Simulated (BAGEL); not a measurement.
**One shape, several levels: singlet [GaH2O2]−**

Aim: a comparison of 4 runs (HF/def2-SVPD, B3LYP/6-31G*, PBE0/def2-SVPD, RI-MP2/def2-SVPD) of singlet [GaH2O2]−. 

The results are computed with BAGEL 1.2.2.

10 further runs of the same task are left out: 4 that didn't finish, 6 set aside as unsound or not needed. Runs told in other sessions of the task aren't counted.

**1. The molecule**

[GaH2O2]−: 5 atoms, total charge -1, spin state singlet. As SMILES of the parent species, `[OH][Ga][OH]`. Geometry: relaxed at PBE0-D4/def2-TZVP. This is one conformer, not always the lowest. That shape belongs to the parent species and isn't relaxed for this state.

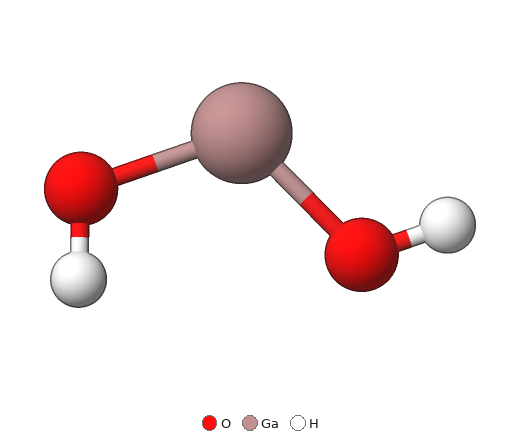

Viewed from a chosen angle; oxygen red, gallium pink, hydrogen white.

**2. The energy at HF/def2-SVPD (density fitting with qzvpp-jkfit) (run 1)**

Contents of job.json:

```json
{ "bagel": [

{
  "title": "molecule",
  "basis": "def2-svpd.json",
  "df_basis": "qzvpp-jkfit",
  "angstrom": "true",
  "geometry": [
    { "atom": "O", "xyz": [   -0.370600,    0.021600,   -1.274400 ] },
    { "atom": "Ga", "xyz": [   -0.311700,   -0.753800,    0.353600 ] },
    { "atom": "O", "xyz": [    0.618200,    0.154900,    1.591100 ] },
    { "atom": "H", "xyz": [   -0.867400,   -0.464600,   -1.936500 ] },
    { "atom": "H", "xyz": [    0.981500,    0.968200,    1.224700 ] }
  ]
},
{
  "title": "hf",
  "charge": -1
},
{
  "title": "print",
  "file": "orbitals.molden",
  "orbitals": "true"
}

]}
```

The basis set def2-SVPD is read from a file made from the Basis Set Exchange's data (not shown).

Run with:

```bash
$ BAGEL_NUM_THREADS=1 BAGEL job.json > job.out
```

Log:

```text
* using 1 threads per process

  ===============================================================
  ===============================================================

  *** Geometry ***

  { "atom" : "O", "xyz" : [     -0.700333,      0.040818,     -2.408267 ] },
  { "atom" : "Ga", "xyz" : [     -0.589028,     -1.424476,      0.668207 ] },
  { "atom" : "O", "xyz" : [      1.168229,      0.292719,      3.006743 ] },
  { "atom" : "H", "xyz" : [     -1.639148,     -0.877967,     -3.659455 ] },
  { "atom" : "H", "xyz" : [      1.854766,      1.829633,      2.314348 ] },

  Number of auxiliary basis functions:      456

  Since a DF basis is specified, we compute 2- and 3-index integrals:
    o Being stored without compression. Storage requirement is 0.036 GB

  Number of basis functions:      100
  Number of electrons      :       49

    * METHOD: MOLECULE                             0.19

  *** RHF ***

  === Nuclear Repulsion ===
   182.4312921158

      * DIIS with orbital gradients will be used.

  === RHF iteration (def2-svpd.json) ===
      0      -2073.29250043          0.03205931           0.08
      1      -2073.44134536          0.03219486           0.09
      2      -2073.83130201          0.00220415           0.09
      3      -2073.83654379          0.00055174           0.09
      4      -2073.83699663          0.00026249           0.09
      5      -2073.83706989          0.00008525           0.09
      6      -2073.83708118          0.00001879           0.09
      7      -2073.83708163          0.00000941           0.09
      8      -2073.83708169          0.00000358           0.09
      9      -2073.83708170          0.00000166           0.09
     10      -2073.83708170          0.00000064           0.09
     11      -2073.83708170          0.00000034           0.09
     12      -2073.83708170          0.00000013           0.09
     13      -2073.83708170          0.00000005           0.09
     14      -2073.83708170          0.00000003           0.09
     15      -2073.83708170          0.00000001           0.09
    * SCF iteration converged.

    * Permanent dipole moment:
           (   -0.297918,    -0.851921,     0.645911) a.u.

    * METHOD: HF                                   1.66

    * METHOD: PRINT                                0.02

  ===============================================================
```

It took 2 s on 1 thread of Arm Neoverse V2, shared host; peak memory 0.13 GiB.

**3. A single-point energy at B3LYP/6-31G(d) (density fitting with qzvpp-jkfit, spherical functions) (run 2)**

Changes to job.json since step 2:

```diff
@@ -4,5 +4,5 @@
   "title": "molecule",
-  "basis": "def2-svpd.json",
+  "basis": "6-31gs.json",
   "df_basis": "qzvpp-jkfit",
-  "angstrom": "true",
+  "angstrom": true,
   "geometry": [
@@ -16,3 +16,4 @@
 {
-  "title": "hf",
+  "title": "ks",
+  "xc_func": "b3lyp",
   "charge": -1
@@ -22,3 +23,3 @@
   "file": "orbitals.molden",
-  "orbitals": "true"
+  "orbitals": true
 }
```

The basis set 6-31G* is read from a file made from the Basis Set Exchange's data (not shown).

Run with:

```bash
$ BAGEL_NUM_THREADS=1 BAGEL job.json > job.out
```

Log:

```text
* using 1 threads per process

  ===============================================================
  ===============================================================

  *** Geometry ***

  { "atom" : "O", "xyz" : [     -0.700333,      0.040818,     -2.408267 ] },
  { "atom" : "Ga", "xyz" : [     -0.589028,     -1.424476,      0.668207 ] },
  { "atom" : "O", "xyz" : [      1.168229,      0.292719,      3.006743 ] },
  { "atom" : "H", "xyz" : [     -1.639148,     -0.877967,     -3.659455 ] },
  { "atom" : "H", "xyz" : [      1.854766,      1.829633,      2.314348 ] },

  Number of auxiliary basis functions:      456

  Since a DF basis is specified, we compute 2- and 3-index integrals:
    o Being stored without compression. Storage requirement is 0.015 GB

  Number of basis functions:       64
  Number of electrons      :       49

    * METHOD: MOLECULE                             0.19

  *** Kohn-Sham DFT ***

    * Removing 7372 points whose weight is below 1.00e-10
    * Grid points: 67158

  === Nuclear Repulsion ===
   182.4312921158

       - DIIS with orbital gradients will be used.

  === KS iteration (b3lyp / 6-31gs.json) ===
      0      -2001.93318812          0.12493664           0.21
      1      -1835.06193882          0.25431619           0.21
      2      -1987.22647600          0.11840760           0.21
      3      -1996.20035795          0.23648767           0.21
      4      -2001.03344540          0.21143951           0.20
      5      -2003.47017407          0.19447847           0.19
      6      -2003.98355342          0.19342026           0.19
      7      -2003.48764495          0.19607544           0.19
      8      -1992.62625029          0.17027447           0.19
      9      -2072.78333680          0.09990994           0.19
     10      -2020.89773958          0.19736588           0.19
     11      -2074.00787296          0.10297019           0.19
     12      -2026.57220959          0.25319146           0.19
     13      -2075.35619343          0.07368797           0.19
     14      -2075.35448408          0.05888327           0.19
     15      -2074.80370361          0.07471314           0.19
     16      -2076.29963348          0.00958730           0.20
     17      -2076.31327057          0.00654417           0.21
     18      -2076.32430143          0.00053085           0.21
     19      -2076.32440456          0.00017071           0.21
     20      -2076.32440230          0.00019306           0.21
     21      -2076.32441185          0.00000606           0.21
     22      -2076.32441187          0.00000192           0.21
     23      -2076.32441187          0.00000124           0.19
     24      -2076.32441187          0.00000035           0.18
     25      -2076.32441187          0.00000010           0.18
     26      -2076.32441187          0.00000004           0.19
     27      -2076.32441187          0.00000002           0.18
     28      -2076.32441187          0.00000001           0.18
    * SCF iteration converged.

    * Permanent dipole moment:
           (   -0.230071,    -0.734169,     0.640476) a.u.

    * METHOD: KS                                   5.90

    * METHOD: PRINT                                0.01

  ===============================================================
```

It took 6.3 s on 1 thread of Arm Neoverse V2, shared host; peak memory 0.25 GiB.

**4. The energy at PBE0/def2-SVPD (density fitting with qzvpp-jkfit) (run 3)**

Contents of input.json:

```json
{ "bagel" : [

{
  "title" : "molecule",
  "basis" : "def2-svpd.json",
  "df_basis" : "qzvpp-jkfit",
  "angstrom" : "true",
  "geometry" : [
    { "atom" : "O", "xyz" : [      -0.370600,       0.021600,      -1.274400 ] },
    { "atom" : "Ga", "xyz" : [      -0.311700,      -0.753800,       0.353600 ] },
    { "atom" : "O", "xyz" : [       0.618200,       0.154900,       1.591100 ] },
    { "atom" : "H", "xyz" : [      -0.867400,      -0.464600,      -1.936500 ] },
    { "atom" : "H", "xyz" : [       0.981500,       0.968200,       1.224700 ] }
  ]
},

{ "title" : "ks", "xc_func" : "pbe0", "charge" : -1 },

{ "title" : "print", "file" : "orbitals.molden", "orbitals" : "true" }

]}
```

The basis set def2-SVPD is read from a file made from the Basis Set Exchange's data (not shown).

Run with:

```bash
$ BAGEL_NUM_THREADS=1 BAGEL input.json > input.out
```

Log:

```text
* using 1 threads per process

  ===============================================================
  ===============================================================

  *** Geometry ***

  { "atom" : "O", "xyz" : [     -0.700333,      0.040818,     -2.408267 ] },
  { "atom" : "Ga", "xyz" : [     -0.589028,     -1.424476,      0.668207 ] },
  { "atom" : "O", "xyz" : [      1.168229,      0.292719,      3.006743 ] },
  { "atom" : "H", "xyz" : [     -1.639148,     -0.877967,     -3.659455 ] },
  { "atom" : "H", "xyz" : [      1.854766,      1.829633,      2.314348 ] },

  Number of auxiliary basis functions:      456

  Since a DF basis is specified, we compute 2- and 3-index integrals:
    o Being stored without compression. Storage requirement is 0.036 GB

  Number of basis functions:      100
  Number of electrons      :       49

    * METHOD: MOLECULE                             0.21

  *** Kohn-Sham DFT ***

    * Removing 7372 points whose weight is below 1.00e-10
    * Grid points: 67158

  === Nuclear Repulsion ===
   182.4312921158

       - DIIS with orbital gradients will be used.

  === KS iteration (pbe0 / def2-svpd.json) ===
      0      -2013.47237905          0.10370733           0.33
      1      -1833.94281638          0.20036522           0.31
      2      -1997.66128832          0.07626037           0.31
      3      -1992.59272792          0.22800441           0.28
      4      -1994.05370558          0.21631205           0.28
      5      -1994.66685747          0.20796354           0.29
      6      -1994.92322572          0.21113336           0.28
      7      -1887.35945140          0.21392460           0.28
      8      -2000.86181880          0.09885460           0.28
      9      -2001.86547540          0.16177854           0.28
     10      -2004.15454207          0.15926462           0.31
     11      -2004.79496853          0.15600411           0.32
     12      -2001.52186482          0.16389084           0.31
     13      -2002.06694018          0.16288709           0.31
     14      -2001.42576036          0.10366346           0.29
     15      -2063.98278407          0.09997350           0.28
     16      -2008.23791703          0.15589867           0.29
     17      -2007.86222408          0.15712421           0.28
     18      -2008.41012226          0.15638884           0.28
     19      -2008.85285953          0.15444159           0.28
     20      -2045.44467968          0.19568825           0.28
     21      -2059.42145570          0.12937131           0.30
     22      -2063.32486394          0.12212987           0.31
     23      -2072.68632459          0.07395766           0.31
     24      -2074.61981657          0.04411766           0.31
     25      -2075.52114728          0.02786073           0.30
     26      -2075.81463575          0.00422367           0.28
     27      -2075.82340657          0.00143297           0.29
     28      -2075.82397929          0.00080751           0.29
     29      -2075.82419930          0.00034789           0.28
     30      -2075.82424668          0.00004530           0.27
     31      -2075.82424762          0.00000870           0.28
     32      -2075.82424767          0.00000333           0.28
     33      -2075.82424767          0.00000350           0.31
     34      -2075.82424767          0.00000035           0.31
     35      -2075.82424767          0.00000031           0.31
     36      -2075.82424767          0.00000021           0.32
     37      -2075.82424767          0.00000002           0.29
     38      -2075.82424767          0.00000000           0.28
    * SCF iteration converged.

    * Permanent dipole moment:
           (   -0.168726,    -0.584790,     0.555817) a.u.

    * METHOD: KS                                  11.72

    * METHOD: PRINT                                0.02

  ===============================================================
```

Wall time 12 s (1 thread of Arm Neoverse V2, shared host); peak memory 0.34 GiB.

**5. A single-point energy at RI-MP2/def2-SVPD (density fitting with qzvpp-jkfit) (run 4)**

Contents of mp2.json:

```json
{ "bagel" : [

{
  "title" : "molecule",
  "basis" : "def2-svpd.json",
  "df_basis" : "qzvpp-jkfit",
  "angstrom" : "true",
  "geometry" : [
    { "atom" : "O", "xyz" : [      -0.370600,       0.021600,      -1.274400 ] },
    { "atom" : "Ga", "xyz" : [      -0.311700,      -0.753800,       0.353600 ] },
    { "atom" : "O", "xyz" : [       0.618200,       0.154900,       1.591100 ] },
    { "atom" : "H", "xyz" : [      -0.867400,      -0.464600,      -1.936500 ] },
    { "atom" : "H", "xyz" : [       0.981500,       0.968200,       1.224700 ] }
  ]
},

{
  "title" : "hf",
  "charge" : -1
},

{
  "title" : "mp2",
  "charge" : -1,
  "ncore" : 11
}

]}
```

The basis set def2-SVPD is read from a file made from the Basis Set Exchange's data (not shown).

Run with:

```bash
$ BAGEL_NUM_THREADS=1 BAGEL mp2.json > mp2.out
```

Log:

```text
* using 1 threads per process

  ===============================================================
  ===============================================================

  *** Geometry ***

  { "atom" : "O", "xyz" : [     -0.700333,      0.040818,     -2.408267 ] },
  { "atom" : "Ga", "xyz" : [     -0.589028,     -1.424476,      0.668207 ] },
  { "atom" : "O", "xyz" : [      1.168229,      0.292719,      3.006743 ] },
  { "atom" : "H", "xyz" : [     -1.639148,     -0.877967,     -3.659455 ] },
  { "atom" : "H", "xyz" : [      1.854766,      1.829633,      2.314348 ] },

  Number of auxiliary basis functions:      456

  Since a DF basis is specified, we compute 2- and 3-index integrals:
    o Being stored without compression. Storage requirement is 0.036 GB

  Number of basis functions:      100
  Number of electrons      :       49

    * METHOD: MOLECULE                             0.21

  *** RHF ***

  === Nuclear Repulsion ===
   182.4312921158

      * DIIS with orbital gradients will be used.

  === RHF iteration (def2-svpd.json) ===
      0      -2073.29250043          0.03205931           0.08
      1      -2073.44134536          0.03219486           0.08
      2      -2073.83130201          0.00220415           0.08
      3      -2073.83654379          0.00055174           0.08
      4      -2073.83699663          0.00026249           0.08
      5      -2073.83706989          0.00008525           0.08
      6      -2073.83708118          0.00001879           0.09
      7      -2073.83708163          0.00000941           0.08
      8      -2073.83708169          0.00000358           0.08
      9      -2073.83708170          0.00000166           0.08
     10      -2073.83708170          0.00000064           0.08
     11      -2073.83708170          0.00000034           0.08
     12      -2073.83708170          0.00000013           0.07
     13      -2073.83708170          0.00000005           0.07
     14      -2073.83708170          0.00000003           0.08
     15      -2073.83708170          0.00000001           0.08
    * SCF iteration converged.

    * Permanent dipole moment:
           (   -0.297918,    -0.851921,     0.645911) a.u.

    * METHOD: HF                                   1.51

  *** RHF ***

  === Nuclear Repulsion ===
   182.4312921158

      * DIIS with orbital gradients will be used.

  === RHF iteration (def2-svpd.json) ===
      0      -2073.83708170          0.00000001           0.08
    * SCF iteration converged.

    * Permanent dipole moment:
           (   -0.297918,    -0.851920,     0.645911) a.u.

  === DF-MP2 calculation ===

    * freezing 11 orbitals
    * 3-index integral transformation done
    * assembly done

      MP2 correlation energy:   -0.6332282954      0.05

      MP2 total energy:       -2074.4703099977

    * METHOD: MP2                                  0.22

  ===============================================================
```

It took 2.1 s on 1 thread of Arm Neoverse V2, shared host; peak memory 0.13 GiB.

**6. Overview of the runs**

```csv
run,level,frozen core orbitals,energy (Eh),HOMO energy (eV),LUMO energy (eV),HOMO–LUMO gap (eV),wall time
1,HF/def2-SVPD (density fitting with qzvpp-jkfit),–,-2073.837082,-1.42,5.93,7.35,2 s
2,"B3LYP/6-31G* (density fitting with qzvpp-jkfit, spherical functions)",–,-2076.324412,1.00,4.95,3.94,6.3 s
3,PBE0/def2-SVPD (density fitting with qzvpp-jkfit),–,-2075.824248,0.22,4.35,4.13,12 s
4,RI-MP2/def2-SVPD (density fitting with qzvpp-jkfit),11,-2074.470310,–,–,–,2.1 s
```

**7. What came out**

| quantity | value |
| --- | --- |
| run 4: total energy | -2074.47031 Eh |
| run 4: correlation energy (11 core orbitals frozen) | -633.2 mEh |

Over runs 1, 2, 3 the HOMO–LUMO gap runs from 3.94 eV (B3LYP/6-31G*) to 7.35 eV (HF/def2-SVPD). The two ends differ in method and basis. The empty levels of an anion lie above zero and hang on the basis. Totals of different functionals can't be ranked against each other. In runs 2, 3 the HOMO lies above zero, from self-interaction, a short basis or an electron that isn't bound. All runs together took 23 s, the longest 12 s.
